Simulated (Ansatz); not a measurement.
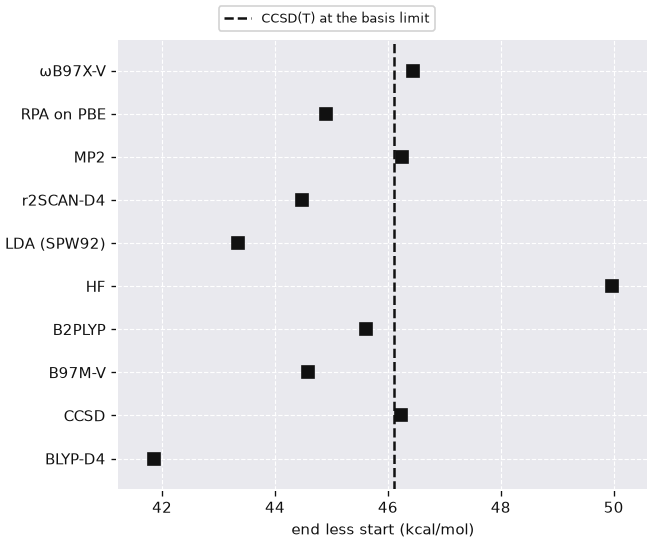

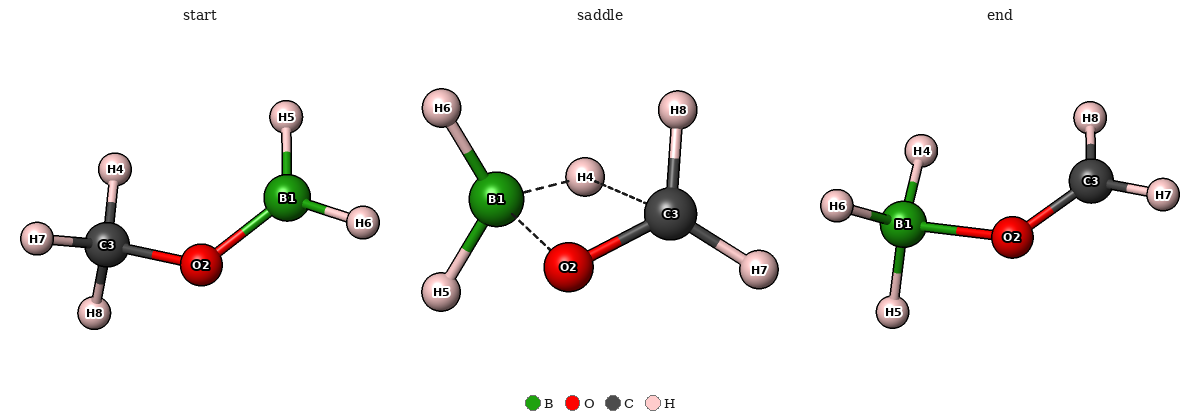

Energy change in one step of CH₅BO at several levels. In the step B1–H4 (2.53 → 1.23 → 1.21 Å) forms; C3–H4 (1.09 → 2.16 → 2.57 Å) breaks; B1–O2 (1.34 → 1.73 → 1.60 Å) lengthens (lengths at start, saddle and end; changes of bond order aren't listed). Electronic energies at PBE0-D4/def2-TZVP geometries, energies in def2-TZVPP, the Ansatz code; cores frozen in correlated methods, no zero-point terms. Start and end are the structures at the ends of the path (complexes, where there are several molecules). The line is the MP2 basis limit plus CCSD(T) less MP2 in triple zeta. RPA on PBE and B2PLYP hold a correlation term that converges slowly with the basis, so part of the distance to the limit is basis error. No dispersion term is added to B2PLYP. The distance of MP2 and CCSD to the limit includes basis error. The limit lies 1.2 kcal/mol from CCSD(T) in triple zeta, so the line itself is uncertain by a part of that.

> Which level comes closest to the line (CCSD(T) at the basis limit), and which misses most?

Closest CCSD (46.2 kcal/mol) and MP2 (46.3 kcal/mol), against 46.1 kcal/mol; farthest BLYP-D4 (41.9 kcal/mol).

> What range do the values span, the line included?

From 41.9 kcal/mol (BLYP-D4) to 50.0 kcal/mol (HF).
